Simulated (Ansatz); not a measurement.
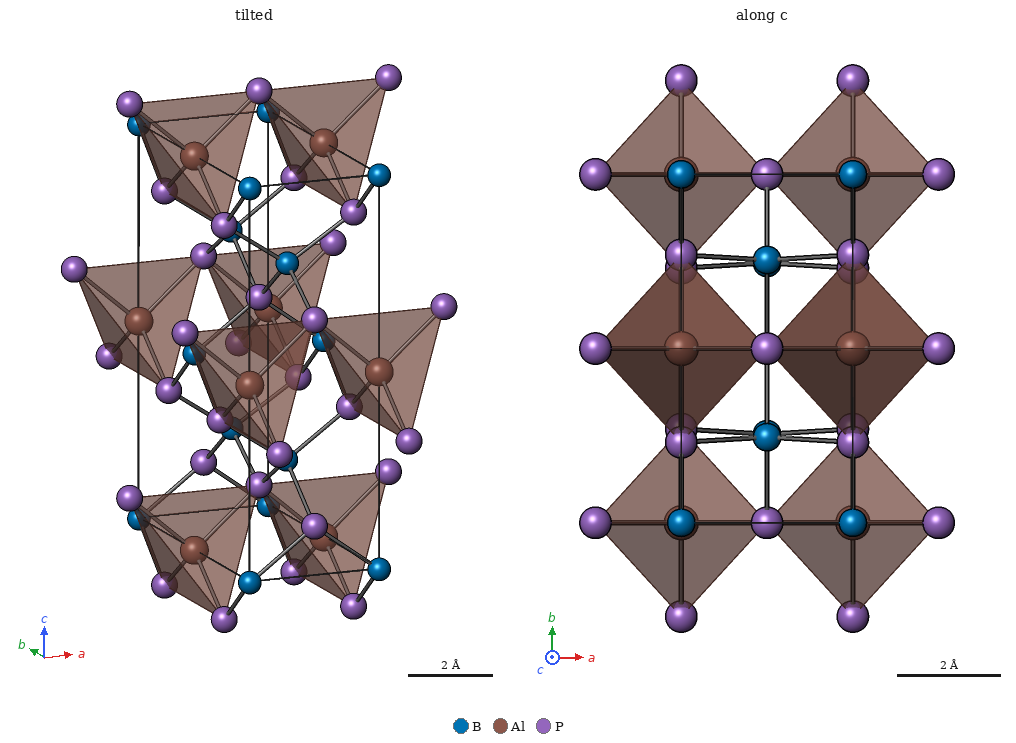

A polyhedral rendering, viewed slightly off an axis and along the c axis. Atoms at the boundary of the conventional unit cell (the box) are drawn once for each face, edge or corner they touch. Some atoms of the next cells are drawn as well.

AlB₃P₄, space group Amm2 (No. 38), a = 3.358 Å, b = 6.819 Å, c = 9.713 Å, α = 90.00°, β = 90.00°, γ = 90.00°. The initial geometry was a structure type filled with these elements by a generator (whether the compound takes this form wasn't checked). Earlier steps of the study, as a rule a relaxation of our own, may have changed the cell and positions, so they can lie some per cent off the listed ones. A calculation with Ansatz used it as input.

This one geometry was computed with Ansatz (DFT, plane waves, PAW) at four levels of theory: PBE0, r2SCAN, PBE and HSE06. It was relaxed beforehand with r2SCAN.

Q: Which level gives the highest pressure at this volume, and what does that say about its equilibrium volume?

A: Highest: PBE (1.1 GPa), which points to the largest equilibrium volume. Lowest, with the smallest volume: PBE0 (-1.0 GPa) and HSE06 (-0.9 GPa). Levels within 0.5 GPa of each other can't be told apart.

Q: How does the band gap change with the level of theory?

A: PBE: a gap of 0.48 eV, indirect; r2SCAN: a gap of 0.68 eV, indirect; HSE06: a gap of 1.18 eV, indirect; PBE0: a gap of 1.87 eV, indirect.

Q: Collect the results in a table.

A:
| level | cutoff (eV) | k-mesh of the run's cell | gap (eV) | pressure (GPa) |
| --- | --- | --- | --- | --- |
| PBE0 | 420 | 4×4×4 | 1.87 | -1.0 |
| r2SCAN | 500 | 8×6×6 | 0.68 | 0.0 |
| PBE | 420 | 8×6×6 | 0.48 | 1.1 |
| HSE06 | 420 | 4×4×4 | 1.18 | -0.9 |

Gaps are taken on the k-mesh or band path of each run.
